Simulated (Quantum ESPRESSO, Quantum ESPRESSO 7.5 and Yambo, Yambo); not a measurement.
# CdTe (F-43m): G0W0 with and without spin-orbit coupling

Wanted: the effect of spin-orbit coupling on the quasiparticle gap of CdTe (F-43m).

Method: PBE and many-body steps on it, plane waves, in Quantum ESPRESSO 7.5 and Yambo 5.3.0.

The database entry behind the starting cell differs from later determinations by our own check (an axis about 1.1 % short against later determinations), so it need not match the best structure at ambient conditions.

## (1) The starting structure

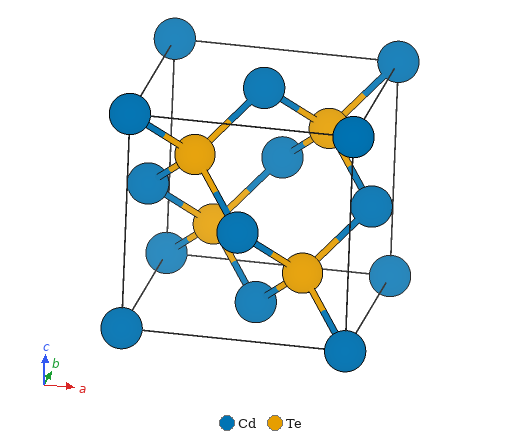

Start, viewed slightly off an axis; cadmium blue, tellurium orange. This picture shows the conventional cell, with its axes. Bonds to atoms that aren't drawn are left out. Some periodic images of atoms are drawn too.

As a file:

```cif
data_structure
_symmetry_space_group_name_H-M 'P 1'
_symmetry_Int_Tables_number 1
_cell_length_a 4.5326
_cell_length_b 4.5326
_cell_length_c 4.5326
_cell_angle_alpha 60.000
_cell_angle_beta 60.000
_cell_angle_gamma 60.000
_cell_volume 65.84
loop_
_atom_site_label
_atom_site_type_symbol
_atom_site_fract_x
_atom_site_fract_y
_atom_site_fract_z
_atom_site_occupancy
Cd1 Cd 0.00000 0.00000 0.00000 1
Te2 Te 0.25000 0.25000 0.25000 1
```

The cell and positions come from the Crystallography Open Database and are kept as given unless a step says otherwise. Spin-orbit coupling is left out unless a step names it.

## (2) Empty states on the mesh, 4×4×4 mesh, 134 bands

This step: Quantum ESPRESSO 7.5; DFT, PBE, plane waves, norm-conserving pseudopotentials.

The sums over transitions need many empty states on a uniform mesh; this step solves for them.

Contents of pw.in:

```
&control
  calculation = 'nscf'
  prefix = 'x'
  outdir = 'o'
  pseudo_dir = 'pseudo'
/
&system
  ibrav = 0
  nat = 2
  ntyp = 2
  ecutwfc = 94.0
  nbnd = 134
  force_symmorphic = .true.
/
&electrons
  conv_thr = 1e-9
  electron_maxstep = 80
  diago_full_acc = .true.
  diago_thr_init = 5e-6
/
ATOMIC_SPECIES
  Cd 112.41 Cd.upf
  Te 127.6 Te.upf
CELL_PARAMETERS angstrom
  -0.0000000000 3.2050000000 3.2050000000
  3.2050000000 -0.0000000000 3.2050000000
  3.2050000000 3.2050000000 -0.0000000000
ATOMIC_POSITIONS crystal
  Cd 0.0000000000 0.0000000000 0.0000000000
  Te 0.2500000000 0.2500000000 0.2500000000
K_POINTS automatic
  4 4 4 0 0 0
```

Started as:

```console
$ OMP_NUM_THREADS=1 mpirun -n 4 pw.x -nk 4 -in pw.in > pw.out
```

Log:

```text
Program PWSCF v.7.5 starts

     This program is part of the open-source Quantum ESPRESSO suite
     for quantum simulation of materials; please cite
         "P. Giannozzi et al., J. Phys.:Condens. Matter 21 395502 (2009);
         "P. Giannozzi et al., J. Phys.:Condens. Matter 29 465901 (2017);
         "P. Giannozzi et al., J. Chem. Phys. 152 154105 (2020);
     in publications or presentations arising from this work. More details at

     Atomic positions and unit cell read from directory:
     o/x.save/

     Message from routine setup:
[...]
51.3289  52.1754  52.1754  52.7019  54.1226  54.1226  55.0769  55.3052
     [... 5 further rows ...]
    77.0799  77.8878  77.8878  78.4464  79.6593  79.6593  79.7909  80.0070
    80.5722  80.5722  80.9570  80.9570  81.9956  81.9956

          k = 0.3536 0.0000 0.0000 (  6843 PWs)   bands (ev):

     [... further k-points ...]

     highest occupied, lowest unoccupied level (ev):     8.7674    9.6374

     XML data file, pseudopotentials, collected wavefunctions

=------------------------------------------------------------------------------=
   JOB DONE.
=------------------------------------------------------------------------------=
```

It took 22 s on 4 MPI ranks of Arm Neoverse V1, shared host; peak memory 0.54 GiB.

Numbers from this step:

```yaml
gap: 0.8701 eV
k_of_the_valence_top: 0, 0, 0
k_of_the_conduction_bottom: 0, 0, 0
least_direct_gap: 0.8701 eV
k_points_computed: 8
lowest_point_of_the_top_converged_band_above_the_valence_top: 71.0536 eV
```

On this mesh the gap is 0.870 eV.

The density comes from a self-consistent run that is not shown.

## (3) Conversion and set-up

This step: Yambo 5.3.0; conversion and set-up on PBE, plane waves, norm-conserving pseudopotentials.

The states are converted to the many-body program's format and the q mesh is built.

Started as:

```console
$ (cd o/x.save; p2y > p2y.log; mv SAVE ../..); yambo > setup.log
```

Log:

```text
 Yambo, version 5.3.0

 [02] CORE Variables Setup
 =========================

  [02.01] Unit cells
  ==================

  Cell kind             :  FCC
  Atoms in the cell     :  Cd  Te
  number of Cd atoms    :  1
  number of Te atoms    :  1

  List of atomic masses
  Mass of Cd    :  112.4100
  Mass of Te    :  127.6000

  List of atomic coordinates    : [cc]
  Cd1       :  0.000000  0.000000  0.000000  order 1
  Te1       :  3.028286  3.028286  3.028286  order 2

  Alat factors          :  6.056572  6.056572  6.056572 [a.u.]
  Direct lattice volume :  444.3352 [a.u.]
[...]
==========================================

 IBZ Q-points                                      :   8
 BZ  Q-points                                      :   64

 K/Q-points units:
 rlu = crystal or reduced units; cc = cartesian coordinates; iku = interal k-units

 Q [1]          [rlu]:  0.000000  0.000000  0.000000
 Q [2]          [rlu]: -0.91950E-18 -0.91950E-18  0.25000
 Q [3]          [rlu]:  0.18390E-17  0.18390E-17 -0.50000
[...]
Q [7]          [rlu]: -0.18782E-16 -0.50000     -0.50000
 Q [8]          [rlu]:  0.250000 -0.500000 -0.250000

  [03.01] X indexes
  =================

   [03.01.01] Sigma indexes
   ========================

 [06] Game Over & Game summary
```

Elapsed: 3.5 s, on 1 MPI rank; peak memory 0.26 GiB.

## (4) Scalar-relativistic

Now the one-shot GW correction: screening in the RPA, then the self-energy of the levels asked for.

This step: G0W0 on PBE, plane waves, norm-conserving pseudopotentials.

Contents of gw1.in:

```
HF_and_locXC
gw0
dyson
ppa
em1d
rim_cut
RandQpts= 1000000
RandGvec= 1 RL
EXXRLvcs= 94 Ry
VXCRLvcs= 376 Ry
Chimod= "HARTREE"
% BndsRnXp
 1 | 134 |
%
NGsBlkXp= 11.5 Ry
% LongDrXp
 1 | 1 | 1 |
%
% GbndRnge
 1 | 134 |
%
DysSolver= "n"
ExtendOut
PPAPntXp= 27.21138 eV
% QPkrange
 1 | 1 | 21 | 24 |
%
```

Started as:

```console
$ OMP_NUM_THREADS=1 mpirun -n 4 yambo -F gw1.in -J gw1 -C gw1 > gw1.log
```

Log:

```text
 Yambo, version 5.3.0

 [02] CORE Variables Setup
 =========================

  [... cell, symmetries and grids as in the set-up ...]

  [02.05] Energies & Occupations
  ==============================

  [X] === General ===
  [X] Electronic Temperature                        :  0.000000  0.000000 [eV K]
  [X] Bosonic    Temperature                        :  0.000000  0.000000 [eV K]
  [X] Finite Temperature mode                       : no
  [X] El. density                                   :  0.66825E+24 [cm-3]
  [X] Fermi Level                                   :  8.767355 [eV]

  [X] === Gaps and Widths ===
  [X] Conduction Band Min                           :  0.870059 [eV]
  [X] Valence Band Max                              :  0.000000 [eV]
  [X] Filled Bands                                  :  22
  [X] Empty Bands                                   :   23  134
  [X] Direct Gap                                    :  0.870059 [eV]
  [X] Direct Gap localized at k                     :  1
  [X] Indirect Gap                                  :  0.870059 [eV]
  [X] Indirect Gap between kpts                     :  1  1
  [X] Last valence band width                       :  2.333765 [eV]
  [X] 1st conduction band width                     :  3.502416 [eV]

 [03] Transferred momenta grid and indexing
 ==========================================

 IBZ Q-points                                      :   8
 BZ  Q-points                                      :   64

 K/Q-points units:
 rlu = crystal or reduced units; cc = cartesian coordinates; iku = interal k-units

 Q [1]          [rlu]:  0.000000  0.000000  0.000000
 Q [2]          [rlu]: -0.91950E-18 -0.91950E-18  0.25000
 Q [3]          [rlu]:  0.18390E-17  0.18390E-17 -0.50000
 Q [4]          [rlu]:  0.93911E-17  0.25000      0.25000
 Q [5]          [rlu]:  0.54592E-16  0.25000      0.50000
 Q [6]          [rlu]:  0.18390E-17  0.25000     -0.25000
 Q [7]          [rlu]: -0.18782E-16 -0.50000     -0.50000
 Q [8]          [rlu]:  0.250000 -0.500000 -0.250000

 [04] Coloumb potential Random Integration (RIM)
 ===============================================

  [04.01] RIM initialization
  ==========================

  * Diagonal components only detected *

  8 x (sBL volume)        :  0.069781 [a.u.]
  sBZ random points       :  1000000
  Points outside the sBZ  :   7999624
  RL volume               :  0.558250 [a.u.]
  Integrated volume       :  0.558276 [a.u.]

  [04.02] RIM integrals
  =====================

  Gamma point sphere radius             :  0.074679 [a.u.]
  Points outside the sphere             :   799635
  [Int_sBZ(q=0) 1/q^2]*(Vol_sBZ)^(-1/3) =:  7.763403
                                 should be <:  7.795600

  Summary of Coulomb integrals for non-metallic bands |Q|[au] RIM/Bare

  Q [1] 0.100000E-4 0.995870 * Q [2] 0.224607 1.063761
  Q [4] 0.259354 1.062979 * Q [6] 0.366782 1.026387
  Q [5] 0.430090 1.018651 * Q [3] 0.449214 1.016906
  Q [7] 0.518708 1.013309 * Q [8] 0.579933 1.010246

 [05] Dipoles
 ============

  [05.01] Setup: observables and procedures
  =========================================

 [06] Dynamic Dielectric Matrix (PPA)
 ====================================

 [WR./gw1//ndb.pp]---------------------------------------------------------------
  Brillouin Zone Q/K grids (IBZ/BZ)                :    8   64    8   64
  RL vectors                                       :   8099 [WF]
  Coulomb cutoff potential                         : none
  Electronic Temperature                           :  0.000000 [K]
  Bosonic    Temperature                           :  0.000000 [K]
  PPA    diel. fun.  energies                      : Perdew, Burke & Ernzerhof(X)+Perdew, Burke & Ernzerhof(C)
  wavefunctions                                    : Perdew, Burke & Ernzerhof(X)+Perdew, Burke & Ernzerhof(C)
  Global Gauge                                     : length
  X matrix size                                    :   339
  X band range                                     :    1  134
  X e/h energy range                               : -1.000000 -1.000000 [eV]
  X Time ordering                                  : R
  X Hxc Kernel                                     : HARTREE
  X Drude frequency                                :  0.000000  0.000000
  X poles                                          :  100.0000 [o/o]
  RL vectors in the sum                            :   8099
  [r,Vnl] included                                 : yes
  Field direction                                  :  0.577350E-5  0.577350E-5  0.577350E-5
  BZ energy Double Grid                            : no
  BZ energy DbGd points                            : 0
  BZ Q point size factor                           : -1.000000
  X Optical Averaged directions                    : none

 [07] Local Exchange-Correlation + Non-Local Fock
 ================================================

 [VXC] Plane waves :   54769
 [EXS] Plane waves :   6879

 QP @ state[ 1 ] K range:  1  1
 QP @ state[ 1 ] b range:  21  24

 [xc] Functional : Perdew, Burke & Ernzerhof(X)+Perdew, Burke & Ernzerhof(C)
 [xc] LIBXC used to calculate xc functional
  PP Number of Atomic Species                      :  2
  NLCC RL compoments                               :   54769
  PP Number of Atomic Species                      :  2
  NLCC RL compoments                               :   54769

 [xc] E_xc :  -35.76984 [Ha]
      E_xc :  -71.53968 [Ry]

  Local XC kind (lXC) : Perdew, Burke & Ernzerhof(X)+Perdew, Burke & Ernzerhof(C)
  Non-Local XC kind (nlXC) : Hartree-Fock

  Corrections @ K [1] :  [eV]
 <21|nlXC|21> = -16.53374  0.24943E-19 <21|lXC|21> = -14.60577  0.11739E-20
 <22|nlXC|22> = -16.53372 -0.14325E-18 <22|lXC|22> = -14.60577 -0.47206E-16
 <23|nlXC|23> = -8.184634 -0.56306E-18 <23|lXC|23> = -12.06425  0.37763E-15
 <24|nlXC|24> = -6.083436 -0.25425E-17 <24|lXC|24> = -10.27494  0.28315E-15

 [08] Dyson equation: Newton solver
 ==================================

  [08.01] G0W0 (W PPA)
  ====================

  [  GW  ] Bands range     :    1  134
  [GW/PPA] G damping       :  0.100000 [eV]

  QP @ state[ 1 ] K range:  1  1
  QP @ state[ 1 ] b range:  21  24

   Sc/G bands                                       :    1  134
   Sc/G damping                                     :  0.100000 ev
   Sc bands terminator                              : no
   Sx RL components                                 :   6879

   QP @ state[ 1 ] K range                          :  1  1
   QP @ state[ 1 ] b range                          :  21  24
   GF energies kind                                 : Perdew, Burke & Ernzerhof(X)+Perdew, Burke & Ernzerhof(C)
   GF WF`s kind                                     : Perdew, Burke & Ernzerhof(X)+Perdew, Burke & Ernzerhof(C)
   Xs energies kind                                 : Perdew, Burke & Ernzerhof(X)+Perdew, Burke & Ernzerhof(C)
   Xs WF`s kind                                     : Perdew, Burke & Ernzerhof(X)+Perdew, Burke & Ernzerhof(C)

 [11] Game Over & Game summary
```

Run time: 4.3 min. Hardware: 4 MPI ranks; peak memory 2.4 GiB.

This step gave:

```
G0W0 gap on the points computed              : 1.657 eV
starting gap on the mesh                     : 0.8701 eV
k of the valence top                         : 0, 0, 0
k of the conduction bottom                   : 0, 0, 0
least direct G0W0 gap on the computed points : 1.657 eV
Z at the valence top                         : 0.8020
Z at the conduction bottom                   : 0.8134
```

The gap on the mesh goes from 0.87 eV to 1.66 eV, a correction of +0.79 eV.

## (5) Empty states on the mesh, 4×4×4 mesh, 268 bands

This step: Quantum ESPRESSO 7.5; DFT, PBE with spin-orbit coupling, plane waves, norm-conserving pseudopotentials.

pw.in, as its differences from that of step 2:

```diff
@@ -11,4 +11,6 @@
   ecutwfc = 94.0
-  nbnd = 134
+  nbnd = 268
   force_symmorphic = .true.
+  noncolin = .true.
+  lspinorb = .true.
 /
```

Started as:

```console
$ OMP_NUM_THREADS=1 mpirun -n 4 pw.x -nk 4 -in pw.in > pw.out
```

Log:

```text
[banner, memory and clock lines left out]
Program PWSCF v.7.5 starts

     Atomic positions and unit cell read from directory:
     o/x.save/

     Message from routine setup:
     using ibrav=0 with symmetry is DISCOURAGED, use correct ibrav instead

     G-vector sticks info

     bravais-lattice index     =            0
     lattice parameter (alat)  =       8.5653  a.u.
     unit-cell volume          =     444.3352 (a.u.)^3
     number of atoms/cell      =            2
     number of atomic types    =            2
     number of electrons       =        44.00
[...]
83.8515  83.8598  83.9939  83.9939

          k =-0.3536-0.3536 0.3536 (  6850 PWs)   bands (ev):

  -149.8567-149.8567-106.6752-106.6752 -96.9680 -96.9680 -96.9680 -96.9680
[...]
27.9422  27.9422  27.9771  27.9771  29.4361  29.4361  30.5263  30.5263
     [... 22 further rows ...]
    81.5976  81.5976  81.7996  81.7996  82.3225  82.3225  83.5599  83.5599
    83.9164  83.9164  83.9207  83.9207

          k = 0.3536 0.0000 0.0000 (  6843 PWs)   bands (ev):

     [... further k-points ...]

     highest occupied, lowest unoccupied level (ev):     9.0544    9.6561

     XML data file, pseudopotentials, collected wavefunctions
```

It took 2.1 min on 4 MPI ranks; peak memory 1.5 GiB; 8.4 min of CPU time.

Numbers from this step:

```
gap                                                           : 0.6017 eV
k of the valence top                                          : 0, 0, 0
k of the conduction bottom                                    : 0, 0, 0
least direct gap                                              : 0.6017 eV
k points computed                                             : 8
lowest point of the top converged band, above the valence top : 72.4464 eV
```

On this mesh the gap is 0.602 eV.

The density comes from a self-consistent run that is not shown, made with spin-orbit coupling and fully relativistic files.

(Part 1 of 2 ends here.)

[Paths, hosts, dates, memory and timing lines, banners, echoed tables and standing remarks are left out of the program output.]

[Logs are printed without paths, hosts, clocks, repeated set-up lines and the standing remarks that a program may print on its own settings, such as how far it seeks lower states.]

[Runs of the session that timed out or met a known fault of the program may be left out.]

[Hosts, paths, dates, database ids (printed as entryN), source tags and the programs' standing remarks are cut or masked in the printed files.]
